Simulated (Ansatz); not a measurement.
**One shape, several levels: doublet C4H10S+**

We compute a comparison of 6 runs (U-revPBE/6-31G*, UB3LYP/6-31G*, UPBE0/6-31G*, RPA@PBE0/6-31G*, UBCCD(T)/6-31G*, UCCSD(T)/6-31G*) of doublet C4H10S+. 

The calculation is run with Ansatz 0.2.0.

54 further runs of the same task are left out: 54 set aside as unsound or not needed. Runs told in other sessions of the task aren't counted.

## (1) The structure to begin with

The species is C4H10S+ (15 atoms), meant as a doublet with charge +1. SMILES of the parent species: `CC(C)(C)S`. The shape is that of a PBE0-D4/def2-TZVP optimisation. This is one conformer, not always the lowest. That shape belongs to the parent species and isn't relaxed for this state.

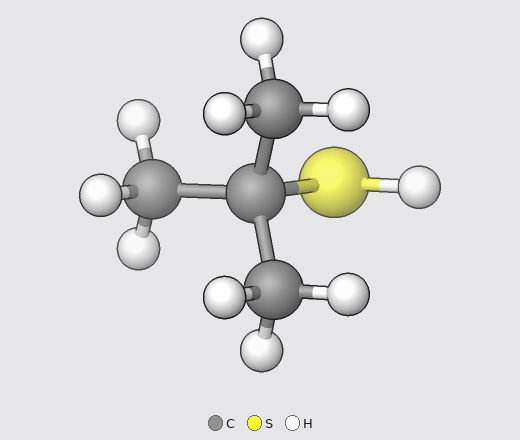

The structure, seen from a chosen angle (carbon grey, sulfur yellow, hydrogen white).

## (2) The energy at U-revPBE/6-31G(d) (spherical functions) (run 1)

The input, in.yaml:

```yaml
crystal:
  periodic: [false, false, false]
  atoms:
    - symbol: C
      position_ang: [-1.294560, 0.271770, 0.558460]
    - symbol: C
      position_ang: [0.117550, 0.180400, -0.000410]
    - symbol: C
      position_ang: [1.065180, -0.394480, 1.045110]
    - symbol: C
      position_ang: [0.142770, -0.669650, -1.261950]
    - symbol: S
      position_ang: [0.763880, 1.861190, -0.359340]
    - symbol: H
      position_ang: [-1.320920, 0.889740, 1.457310]
    - symbol: H
      position_ang: [-1.980960, 0.705210, -0.172720]
    - symbol: H
      position_ang: [-1.662210, -0.728010, 0.812930]
    - symbol: H
      position_ang: [1.069950, 0.214040, 1.952100]
    - symbol: H
      position_ang: [2.086870, -0.453240, 0.663460]
    - symbol: H
      position_ang: [0.743520, -1.404280, 1.314200]
    - symbol: H
      position_ang: [-0.201170, -1.684750, -1.036700]
    - symbol: H
      position_ang: [1.151250, -0.729060, -1.674200]
    - symbol: H
      position_ang: [-0.514930, -0.255640, -2.029860]
    - symbol: H
      position_ang: [-0.166220, 2.196760, -1.268390]
basis:
  gaussian:
    orbitals: 6-31G_st_-spherical.json
total_charge: 1
magnetization:
  spin_polarized: true
  initial_magnetization: 1
hamiltonian:
  xc: {name: revPBE}
accuracy: high
output: {orbitals: {seedname: orbitals}}
```

The basis set 6-31G* is read from a file made from the Basis Set Exchange's data (not shown).

On the command line:

```
$ ansatz run in.yaml --threads 1 --pin off --max-ram 3480MiB --events-out events.jsonl --progress --plain --runs-dir runs
```

Standard output:

```text
Warning: RAYON_NUM_THREADS=1 ignored (pool sized by the plan → 1); use --threads N
Functional definition: revPBE
  name "revPBE"
  parameter kappa = 1.245
  parameter beta = 0.06672455060314922
  exchange = pbe_x(kappa = kappa, mu = beta*pi^2/3)
  correlation = pbe_c(beta = beta)
2406 factors; integrals over basis functions are off by at most 3.7e-9 eV
mean field evaluation 1: about -15113.1904 eV, gradient 6.4e1 eV
mean field evaluation 2: about -14990.8844 eV, gradient 1.4e2 eV
mean field evaluation 4: about -15133.6036 eV, gradient 1.0e1 eV
mean field evaluation 8: about -15134.0710 eV, gradient 2.9e-1 eV
mean field evaluation 16: about -15134.0716 eV, gradient 9.4e-5 eV
mean field evaluation 32: about -15132.3020 eV, gradient 1.4e0 eV
mean field -15134.07157424 eV, -556.1668721113 hartree, gradient 3.9e-8 eV, S^2 0.752819; 4 other end points of the search recorded, 0 dependent functions left out
reference -15134.07157758 eV, -556.1668722339 hartree; 25, 24 occupied and 69, 70 virtual orbitals, 2406 factors
Total energy: -15134.07157758 eV, -556.1668722339 hartree
```

Run time: 24 s. Hardware: 1 thread of Arm Neoverse V1, shared host; peak memory 0.39 GiB.

## (3) A single-point energy at UB3LYP/6-31G(d) (spherical functions) (run 2)

The input, in.yaml:

```yaml
crystal:
  periodic: [false, false, false]
  atoms:
    - {symbol: C, position_ang: [-1.294560, 0.271770, 0.558460]}
    - {symbol: C, position_ang: [0.117550, 0.180400, -0.000410]}
    - {symbol: C, position_ang: [1.065180, -0.394480, 1.045110]}
    - {symbol: C, position_ang: [0.142770, -0.669650, -1.261950]}
    - {symbol: S, position_ang: [0.763880, 1.861190, -0.359340]}
    - {symbol: H, position_ang: [-1.320920, 0.889740, 1.457310]}
    - {symbol: H, position_ang: [-1.980960, 0.705210, -0.172720]}
    - {symbol: H, position_ang: [-1.662210, -0.728010, 0.812930]}
    - {symbol: H, position_ang: [1.069950, 0.214040, 1.952100]}
    - {symbol: H, position_ang: [2.086870, -0.453240, 0.663460]}
    - {symbol: H, position_ang: [0.743520, -1.404280, 1.314200]}
    - {symbol: H, position_ang: [-0.201170, -1.684750, -1.036700]}
    - {symbol: H, position_ang: [1.151250, -0.729060, -1.674200]}
    - {symbol: H, position_ang: [-0.514930, -0.255640, -2.029860]}
    - {symbol: H, position_ang: [-0.166220, 2.196760, -1.268390]}
basis:
  gaussian:
    orbitals: 6-31G_st_-spherical.json
total_charge: 1
magnetization:
  spin_polarized: true
  initial_magnetization: 1
hamiltonian:
  xc: {name: B3LYP}
accuracy: high
output: {orbitals: {seedname: orbitals}}
```

The basis set 6-31G* is read from a file made from the Basis Set Exchange's data (not shown).

On the command line:

```
$ ansatz run in.yaml --threads 1 --pin off --max-ram 3480MiB --events-out events.jsonl --progress --plain --runs-dir runs
```

Standard output:

```text
Warning: RAYON_NUM_THREADS=1 ignored (pool sized by the plan → 1); use --threads N
Functional definition: B3LYP
  name "B3LYP"
  parameter a0 = 0.2
  parameter ax = 0.72
  parameter ac = 0.81
  exchange = (1 - a0 - ax)*slater_x + ax*b88_x + a0*exact_x
  correlation = (1 - ac)*vwn_rpa_c + ac*lyp_c
2406 factors; integrals over basis functions are off by at most 3.7e-9 eV
mean field evaluation 1: about -15121.1058 eV, gradient 5.7e1 eV
mean field evaluation 2: about -15075.5599 eV, gradient 1.0e2 eV
mean field evaluation 4: about -15137.3935 eV, gradient 7.0e0 eV
mean field evaluation 8: about -15137.9424 eV, gradient 7.5e-1 eV
mean field evaluation 16: about -15137.9462 eV, gradient 5.0e-4 eV
mean field -15137.94619577 eV, -556.3092618262 hartree, gradient 3.2e-8 eV, S^2 0.753399; 0 other end points of the search recorded, 0 dependent functions left out
reference -15137.94623264 eV, -556.3092631811 hartree; 25, 24 occupied and 69, 70 virtual orbitals, 2406 factors
Total energy: -15137.94623264 eV, -556.3092631811 hartree
```

Wall time 24 s (1 thread of Arm Neoverse V1, shared host); peak memory 0.55 GiB.

Runs 3 to 4 aren't shown in full; the table further down has their settings and results.

## (4) The energy at UBCCD(T)/6-31G(d) (spherical functions) (run 5)

The input, in.yaml:

```yaml
crystal:
  periodic: [false, false, false]
  atoms:
    - symbol: C
      position_ang: [-1.294560, 0.271770, 0.558460]
    - symbol: C
      position_ang: [0.117550, 0.180400, -0.000410]
    - symbol: C
      position_ang: [1.065180, -0.394480, 1.045110]
    - symbol: C
      position_ang: [0.142770, -0.669650, -1.261950]
    - symbol: S
      position_ang: [0.763880, 1.861190, -0.359340]
    - symbol: H
      position_ang: [-1.320920, 0.889740, 1.457310]
    - symbol: H
      position_ang: [-1.980960, 0.705210, -0.172720]
    - symbol: H
      position_ang: [-1.662210, -0.728010, 0.812930]
    - symbol: H
      position_ang: [1.069950, 0.214040, 1.952100]
    - symbol: H
      position_ang: [2.086870, -0.453240, 0.663460]
    - symbol: H
      position_ang: [0.743520, -1.404280, 1.314200]
    - symbol: H
      position_ang: [-0.201170, -1.684750, -1.036700]
    - symbol: H
      position_ang: [1.151250, -0.729060, -1.674200]
    - symbol: H
      position_ang: [-0.514930, -0.255640, -2.029860]
    - symbol: H
      position_ang: [-0.166220, 2.196760, -1.268390]
basis:
  gaussian: {orbitals: 6-31G_st_-spherical.json}
magnetization: {spin_polarized: true, initial_magnetization: 1}
total_charge: 1
accuracy: high
correlation: {method: bccd_t, frozen_orbitals: {C: 1, H: 0, S: 5}}
scf: {omitted_lower_state_checks: [cluster_reference, increment]}
```

The basis set 6-31G* is read from a file made from the Basis Set Exchange's data (not shown).

On the command line:

```
$ ansatz run in.yaml --threads 1 --pin off --max-ram 3480MiB --events-out events.jsonl --progress --plain --runs-dir runs
```

Standard output, cut to the lines that bear on the results:

```text
Warning: RAYON_NUM_THREADS=1 ignored (pool sized by the plan → 1); use --threads N
Functional definition: HF
  name "HF"
[...]
2406 factors; integrals over basis functions are off by at most 3.7e-9 eV
[...]
mean field -15088.98400184 eV, -554.5099343869 hartree, gradient 1.9e-8 eV, S^2 0.762710; 0 other end points of the search recorded, 0 dependent functions left out
9 core orbitals not correlated: weight in the atoms' cores, before any rotation towards them, 1.000 or more for the frozen orbitals, at most 0.000 for the correlated occupied ones
reference -15088.98400184 eV, -554.5099343869 hartree; 16, 15 occupied and 69, 70 virtual orbitals, 2406 factors
second order -16.96836036 eV of doubles, -0.00000000 eV of singles
cycle   1  -18.19422238 eV  change    -1.2e0 eV  update   9.7e-2
[...]
cycle  24  -18.83265733 eV  change    1.3e-9 eV  update   2.6e-9
perturbative correction -0.59546179 eV, -0.0218828173 hartree
Total energy: -15108.41212096 eV, -555.2239045958 hartree
Checks for a lower state left out: cluster_reference, increment
```

Wall time 2.9 min (1 thread of Arm Neoverse V1, shared host); peak memory 1.9 GiB.

## (5) The energy at UCCSD(T)/6-31G(d) (spherical functions) (run 6)

The input, job.yaml:

```yaml
crystal:
  periodic: [false, false, false]
  atoms:
    - {symbol: C, position_ang: [-1.294560, 0.271770, 0.558460]}
    - {symbol: C, position_ang: [0.117550, 0.180400, -0.000410]}
    - {symbol: C, position_ang: [1.065180, -0.394480, 1.045110]}
    - {symbol: C, position_ang: [0.142770, -0.669650, -1.261950]}
    - {symbol: S, position_ang: [0.763880, 1.861190, -0.359340]}
    - {symbol: H, position_ang: [-1.320920, 0.889740, 1.457310]}
    - {symbol: H, position_ang: [-1.980960, 0.705210, -0.172720]}
    - {symbol: H, position_ang: [-1.662210, -0.728010, 0.812930]}
    - {symbol: H, position_ang: [1.069950, 0.214040, 1.952100]}
    - {symbol: H, position_ang: [2.086870, -0.453240, 0.663460]}
    - {symbol: H, position_ang: [0.743520, -1.404280, 1.314200]}
    - {symbol: H, position_ang: [-0.201170, -1.684750, -1.036700]}
    - {symbol: H, position_ang: [1.151250, -0.729060, -1.674200]}
    - {symbol: H, position_ang: [-0.514930, -0.255640, -2.029860]}
    - {symbol: H, position_ang: [-0.166220, 2.196760, -1.268390]}
basis:
  gaussian:
    orbitals: 6-31G_st_-spherical.json
magnetization:
  spin_polarized: true
  initial_magnetization: 1
correlation:
  method: ccsd_t
  frozen_orbitals: {C: 1, H: 0, S: 5}
total_charge: 1
scf:
  omitted_lower_state_checks: [cluster_reference, increment]
accuracy: high
```

The basis set 6-31G* is read from a file made from the Basis Set Exchange's data (not shown).

On the command line:

```
$ ansatz run job.yaml --threads 1 --pin off --max-ram 3480MiB --events-out events.jsonl --progress --plain --runs-dir runs
```

Standard output, cut to the lines that bear on the results:

```text
Warning: RAYON_NUM_THREADS=1 ignored (pool sized by the plan → 1); use --threads N
[... 2 set-up lines as earlier in the session ...]
[...]
2406 factors; integrals over basis functions are off by at most 3.7e-9 eV
[...]
mean field -15088.98400184 eV, -554.5099343869 hartree, gradient 1.9e-8 eV, S^2 0.762710; 0 other end points of the search recorded, 0 dependent functions left out
9 core orbitals not correlated: weight in the atoms' cores, before any rotation towards them, 1.000 or more for the frozen orbitals, at most 0.000 for the correlated occupied ones
reference -15088.98400184 eV, -554.5099343869 hartree; 16, 15 occupied and 69, 70 virtual orbitals, 2406 factors
second order -16.96836036 eV of doubles, -0.00000000 eV of singles
cycle   1  -18.17650144 eV  change    -1.2e0 eV  update   9.7e-2
[...]
cycle  23  -18.86044408 eV  change  -6.4e-10 eV  update   3.4e-9
perturbative correction -0.56353416 eV, -0.0207094982 hartree
Total energy: -15108.40798008 eV, -555.2237524210 hartree
Checks for a lower state left out: cluster_reference, increment
```

Wall time 2.3 min (1 thread of Arm Neoverse V1, shared host); peak memory 1.3 GiB.

## (6) The series

```
run                                  level  frozen core orbitals  energy (Eh)   ⟨S²⟩  wall time
  1  U-revPBE/6-31G* (spherical functions)                     –  -556.166872  0.753       24 s
  2    UB3LYP/6-31G* (spherical functions)                     –  -556.309263  0.753       24 s
  3     UPBE0/6-31G* (spherical functions)                     –  -555.954587  0.754       20 s
  4  RPA@PBE0/6-31G* (spherical functions)                     9  -555.444286  0.754       35 s
  5  UBCCD(T)/6-31G* (spherical functions)                     9  -555.223905  0.763    2.9 min
  6  UCCSD(T)/6-31G* (spherical functions)                     9  -555.223752  0.763    2.3 min
```

## (7) What came out

```
                                          quantity          value
                               run 6: total energy  -555.22375 Eh
run 6: correlation energy (9 core orbitals frozen)     -713.8 mEh
                             run 6: (T) correction     -20.71 mEh
          run 6: ⟨S²⟩ of the reference determinant          0.763
                              run 6: T1 diagnostic          0.013
```

**Reading.** Totals of different functionals can't be ranked against each other. All runs together took 6.9 min, the longest 2.9 min.
